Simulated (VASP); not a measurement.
Band structure of Pt$_{3}$Ti (space group Pm-3m). Method: PBEsol GGA, VASP's PBE PAW potentials (set 64) (plane waves; VASP 6.6.1).

Unless said otherwise, spin-orbit coupling is left out, though it shifts the bands of the heavy elements here.

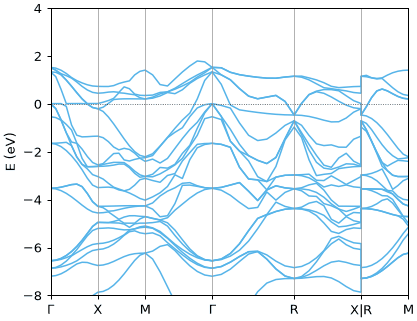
Fig. 1. Bands along high-symmetry lines, zero at the valence-band maximum or, without a gap, the Fermi level

Task: Read the plot: is there a gap, and where are the band edges?

Result: It has no gap at this level: it comes out as a metal or semimetal.

The structure is a typed Pt3Ti crystal (Pm-3m). The cell was not relaxed at this level.
